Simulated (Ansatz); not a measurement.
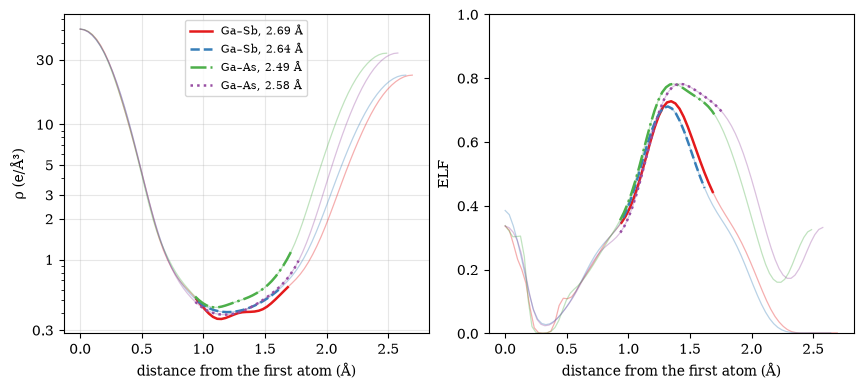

*Ga5Sb3As2. Valence pseudo-density and electron localisation function along straight lines between neighbouring atoms. Thin, pale parts lie inside the atomic spheres.*

Space group R3m; a structure generated by program, which may or may not match a known phase.

Computed with DFT PBE, scalar-relativistic, plane waves, PAW in Ansatz.

Core electrons are frozen (PAW), and the valence fields are smoothed inside the atomic spheres.

```
CELL_PARAMETERS angstrom
4.26864 0.00000 0.00000
-2.13432 3.69675 0.00000
0.00000 0.00000 52.23316
ATOMIC_POSITIONS crystal
Ga 0.00000 0.00000 0.99991
Ga 0.66667 0.33333 0.33324
Ga 0.33333 0.66667 0.66658
Ga 0.33333 0.66667 0.27115
Ga 0.00000 0.00000 0.60449
Ga 0.66667 0.33333 0.93782
Ga 0.00000 0.00000 0.20160
Ga 0.66667 0.33333 0.53494
Ga 0.33333 0.66667 0.86827
Ga 0.66667 0.33333 0.13201
Ga 0.33333 0.66667 0.46534
Ga 0.00000 0.00000 0.79867
Ga 0.33333 0.66667 0.06221
Ga 0.00000 0.00000 0.39554
Ga 0.66667 0.33333 0.72888
Sb 0.00000 0.00000 0.25282
Sb 0.66667 0.33333 0.58615
Sb 0.33333 0.66667 0.91949
Sb 0.66667 0.33333 0.18330
Sb 0.33333 0.66667 0.51663
Sb 0.00000 0.00000 0.84997
Sb 0.33333 0.66667 0.11380
Sb 0.00000 0.00000 0.44713
Sb 0.66667 0.33333 0.78047
As 0.33333 0.66667 0.31876
As 0.00000 0.00000 0.65209
As 0.66667 0.33333 0.98543
As 0.00000 0.00000 0.04777
As 0.66667 0.33333 0.38110
As 0.33333 0.66667 0.71444
```

Compare the contacts.

Ga–Sb (2.69 Å): ρ at the midpoint is about 0.41 e/Å³, with its minimum of 0.36 e/Å³ about 1.1 Å from Ga; the ELF peaks at about 0.75 between the atoms.
Ga–Sb (2.64 Å): ρ at the midpoint is about 0.42 e/Å³; the ELF peaks at about 0.70 between the atoms.
Ga–As (2.49 Å): ρ at the midpoint is about 0.48 e/Å³; the ELF peaks at about 0.80 between the atoms.
Ga–As (2.58 Å): the density is about 0.41 e/Å³ at the midpoint; the ELF peaks at about 0.80 between the atoms.
